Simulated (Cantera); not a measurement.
Feed: 1 mol Si, 7.1 mol Br2, 0.89 mol H2, held at 2.20 mbar.

Cantera equilibrium calculation (NASA polynomials, part measured and part estimated; ideal gas, pure solids and liquids). Candidate condensed phases: Br2, Si; 19 gas species. The tables' values for SiBr3 are old estimates; treat these amounts as uncertain. Rates play no part.

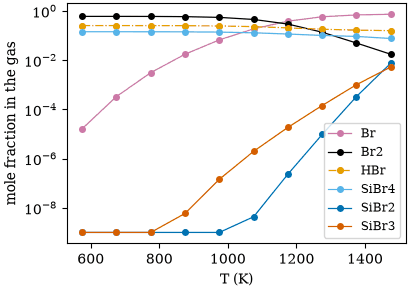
Figure. Equilibrium gas composition (values under 1e-9 drawn at 1e-9)

### Question
Read off the mole fractions at 1175 K.

### Answer
Br about 0.39, Br2 about 0.29, HBr about 0.21, SiBr4 about 0.12, SiBr3 about 1.9e-5, SiBr2 about 2.3e-7.
